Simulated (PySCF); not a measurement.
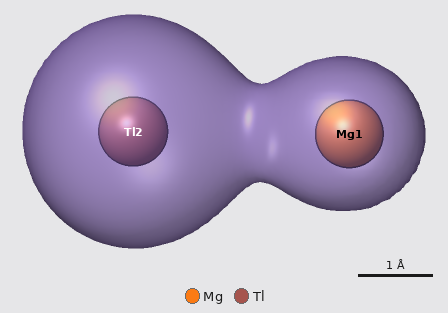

Figure 1: MgTl (doublet). Isosurface of the electron density at 0.1 e/Å³ (purple), seen from one side.

Core potentials replace the inner electrons of Tl.

Method: PBE0/aug-cc-pVDZ(-PP), non-relativistic Hamiltonian with scalar-relativistic core potentials where named, at a bond length of 3.048 Å (PySCF).

> How is the density connected at this value?

At this value the surface is in one piece. It bridges the sampled Mg–Tl (3.05 Å) contact, where the density stays above the isovalue. On the grid the lowest density along these lines, outside the cores, is 0.13 e/Å³ (Mg–Tl, 3.05 Å).
